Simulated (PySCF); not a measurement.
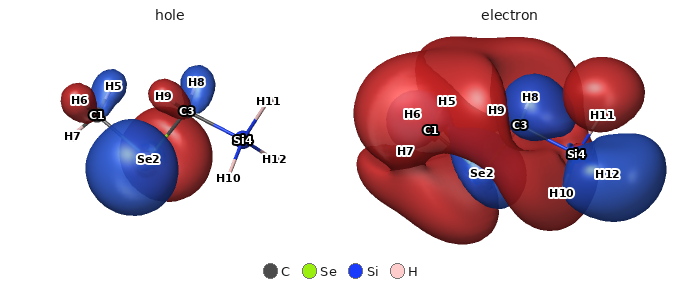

*C₂H₈SeSi, SMILES `C[Se]C[SiH3]`. Leading natural transition orbital pair of S₃ (full linear response singlet states); the surfaces enclose about 85 % of each orbital's density.*

Level of theory: B3LYP/def2-SVP (PySCF), at a geometry from GFN2-xTB. No frequency check shows the geometry to be a minimum. GFN2-xTB bond lengths at metals and heavier atoms can be off by up to 0.1 Å and shapes distorted, which carries into these values. Without diffuse functions Rydberg states are missing, so the states' numbers hold for this basis only.

Give its energy and the atoms that hole and electron lie on.

Answer. 5.89 eV (210 nm), f = 0.000 (dark), partly diffuse acceptor orbital, which a basis without diffuse functions describes poorly; the leading pair carries 100 %; hole on Se2 (83 %), electron on Si4 (20 %), Se2 (17 %) and C3 (14 %) (atom shares of so diffuse an orbital are rough); their centroids lie 1.3 Å apart. In canonical orbitals it is mainly HOMO → LUMO+2 (98 %). The HOMO–LUMO gap is 5.91 eV.

Run time: 9.7 min on 1 thread of Intel(R) Xeon(R) Processor @ 2.50GHz (Skylake/Cascade Lake), with other jobs on the host, peak memory 0.74 GiB.
